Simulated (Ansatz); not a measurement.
**C$_{2}$H$_{12}$Al$_{2}$N$_{2}$ (SMILES [CH3][AlH-]1[NH2+][AlH-]([CH3])[NH2+]1): density, localisation and related maps**

Input

```
crystal:
  periodic: [false, false, false]
  atoms:
    - {symbol: C, position_ang: [0.461994, 2.450604, -0.198797]}
    - {symbol: C, position_ang: [-1.827979, -1.402724, -0.974285]}
    - {symbol: Al, position_ang: [1.193920, 0.838937, 0.652896]}
    - {symbol: Al, position_ang: [-0.238568, -1.571739, 0.167546]}
    - {symbol: N, position_ang: [1.288608, -0.634114, -0.654780]}
    - {symbol: N, position_ang: [-0.245876, -0.165774, 1.550304]}
    - {symbol: H, position_ang: [1.184167, 2.917295, -0.890488]}
    - {symbol: H, position_ang: [-0.449777, 2.234500, -0.783280]}
    - {symbol: H, position_ang: [0.193799, 3.224193, 0.541042]}
    - {symbol: H, position_ang: [2.505603, 0.831319, 1.566930]}
    - {symbol: H, position_ang: [1.142434, -0.351801, -1.624659]}
    - {symbol: H, position_ang: [2.164640, -1.157331, -0.638248]}
    - {symbol: H, position_ang: [0.257623, -2.950978, 0.805914]}
    - {symbol: H, position_ang: [-1.754836, -2.028048, -1.880557]}
    - {symbol: H, position_ang: [-1.988698, -0.363745, -1.312379]}
    - {symbol: H, position_ang: [-2.747938, -1.716715, -0.451937]}
    - {symbol: H, position_ang: [-1.127777, 0.340605, 1.637254]}
    - {symbol: H, position_ang: [-0.011327, -0.494485, 2.487532]}
basis:
  gaussian:
    orbitals: def2-SVPD
hamiltonian:
  xc: pbe0
output: {forces: true, orbitals: {seedname: orbitals}}
```

Run with:

```sh
ansatz run input.yaml --threads 2 --pin off --max-ram 6090MiB --events-out events.jsonl --progress --plain --runs-dir runs
```

Geometry: PBE0-D4/def2-SVP.

These are results of Ansatz 0.2.0, isolated molecule in a Gaussian basis; Kohn-Sham density functional theory, functional PBE0, not measurements.

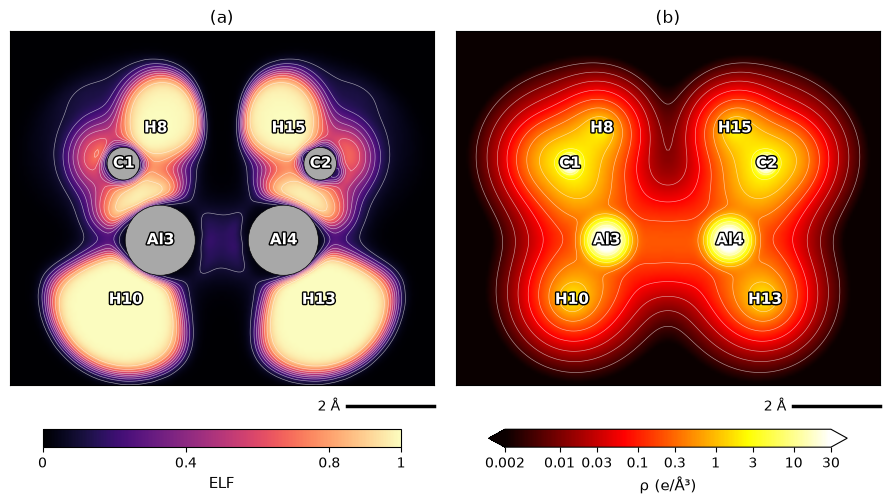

Figure 1. (a) electron localisation function; (b) total electron density on the plane of atoms Al3, C1 and H8. Grey discs cover the atomic cores in the ELF map.

**Read the bonding off the picture.**

The plane passes through C, Al and H nuclei.
C–Al (1.96 Å): the density is about 0.71 e/Å³ at the midpoint; the ELF peaks at about 0.95 between the atoms; a polar covalent bond.
C–H (1.10 Å): ρ is about 1.8 e/Å³ halfway; the ELF climbs to about 1 towards the hydrogen, as it does in any bond to H; an ordinary covalent bond to hydrogen.
Al–H (1.60 Å): ρ is about 0.52 e/Å³ halfway; the ELF climbs to about 1 towards the hydrogen.

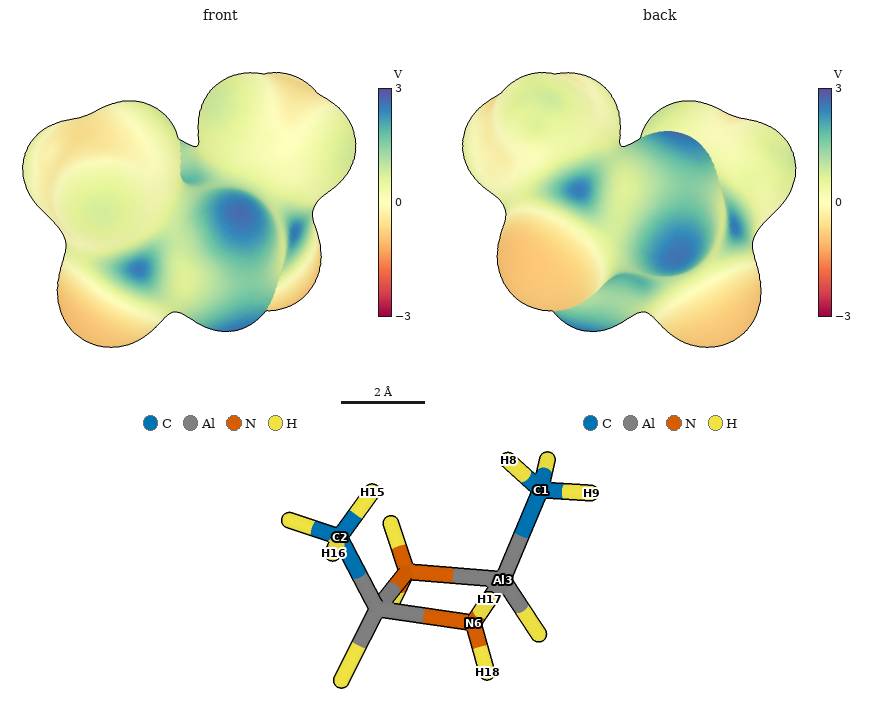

Figure 2. The electrostatic potential painted on the density surface at 0.004 e/bohr³, seen from the front and from behind; the colour scale runs from red (negative) to blue (positive). The bare structure is drawn below in the same view.

**Where is the surface potential most negative and most positive?**

The most negative region (about −0.9 V) lies over H10 and H13, the most positive (about +2.6 V) over H11, H12, H17 and H18.

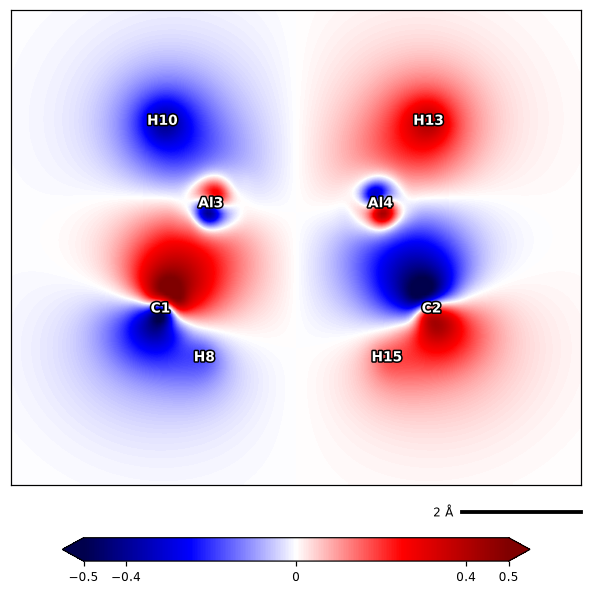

Figure 3. The HOMO−1 on the plane of atoms C2, Al4 and H13 (values in Å⁻³ᐟ²; the overall sign is arbitrary).

**Describe this orbital and give its energy.**

By Hirshfeld shares it lies mainly on C1 (about 20 %), C2 (about 20 %), Al3 (about 10 %), Al4 (about 10 %), H13 (about 10 %) and H10 (about 10 %). Its energy is −7.64 eV.

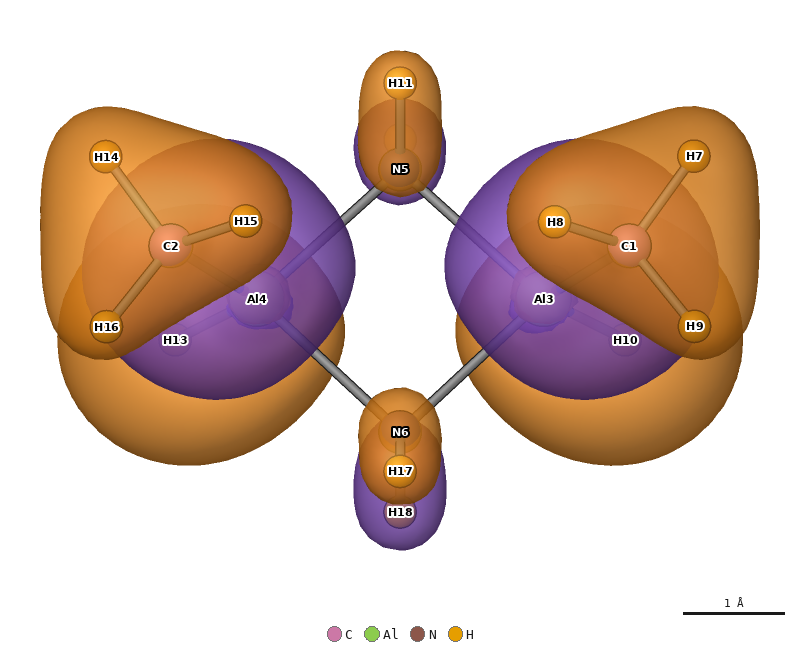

Figure 4. The HOMO at ±0.06 Å⁻³ᐟ² (orange and purple are the two phases), seen from one side.

**Describe this orbital and give its energy.**

Its weight (Hirshfeld) is mainly on C1 (about 20 %), C2 (about 20 %), Al3 (about 15 %), Al4 (about 15 %), H13 (about 10 %) and H10 (about 10 %). Its energy is −7.61 eV.
